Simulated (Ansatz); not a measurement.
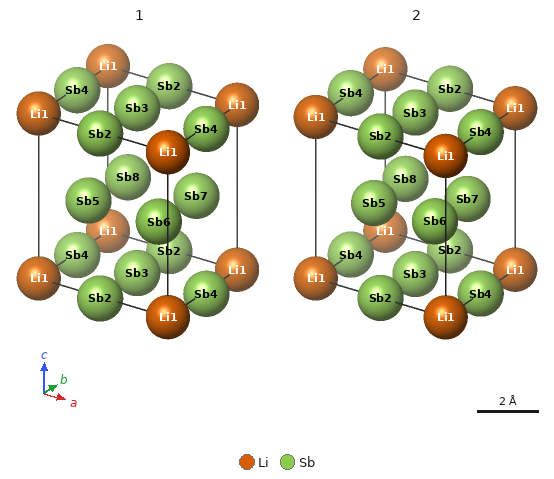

Two geometries of crystalline LiSb$_{7}$ (a generated structure, set up in P-6m2), drawn at one scale. One is the start of a relaxation, the other its converged end. Style: spheres-only. Shown: the cell of the calculation, slightly off an axis.

Theory: Ansatz, DFT PBE, scalar-relativistic, plane waves, PAW. Set-up: plane-wave cutoff 420 eV; k-point mesh 9 × 9 × 8; occupations gaussian; smearing width 0.1 eV; no spin polarisation; cell and atoms relaxed; force threshold 0.01 eV/Å; at most 80 steps.

Q: Which geometry has the lower energy?

A: Structure 1 is the relaxed one. The energy falls by 0.195 eV per cell of the calculation in 7 accepted moves (8 points after the start). The largest force component goes from 0.33 to 0.0043 eV/Å. The pressure goes from 0.11 to −0.02 GPa. At 1 point the geometry stayed and the basis and grid were re-selected for the new cell (energy shift of 0.4 meV per cell of the calculation at most each time). The largest moves relative to the cell, 0.29 Å, are those of Sb5, Sb6 and Sb7. Sb5 goes along [−2 −1 0]. Li stays in place. Cell: a = b 6.708 → 6.669 Å (−0.6 %), c 5.526 → 5.643 Å (+2.1 %). Volume +0.9 %. Among the contacts that change: Sb5–Sb6 3.569 → 3.038 Å, Sb5–Sb6 (another image) 3.140 → 3.631 Å, Sb2–Sb3 3.340 → 3.097 Å, Sb2–Sb3 (another image) 3.368 → 3.573 Å. Bond angles that change, for instance: Sb8–Sb2–Sb8 110.2° → 115.3°, Sb3–Sb2–Sb8 60.3° → 62.4°. The space group stays P-6m2 (No. 187).
